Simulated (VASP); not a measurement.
Input:

```
CELL_PARAMETERS angstrom
      3.02074     0.00000     0.00000
      0.00000     3.02074     0.00000
      0.00000     0.00000     3.02074
ATOMIC_POSITIONS crystal
  Al 0.50000 0.50000 0.50000
  Ru 0.00000 0.00000 0.00000
```

Method: RPBE GGA, VASP's PBE PAW potentials (set 64) (plane waves; VASP). Run with 520 eV cut-off, 14×14×14 Γ-centred mesh, tetrahedra with Blöchl corrections, potentials Al Ru_pv.

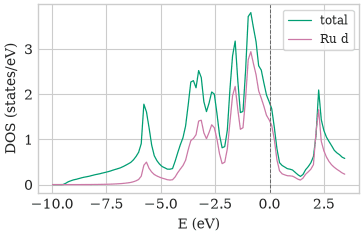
Figure: Total and projected density of states, zero at the Fermi level

Within 2 eV below the Fermi level the largest weight inside VASP's projection spheres is Ru d.

It has no gap at this level: it comes out as a metal or semimetal.

The compound is RuAl in the CsCl type structure. It was relaxed first. The electron count is odd and the run is not spin-polarised, which forces a metal.
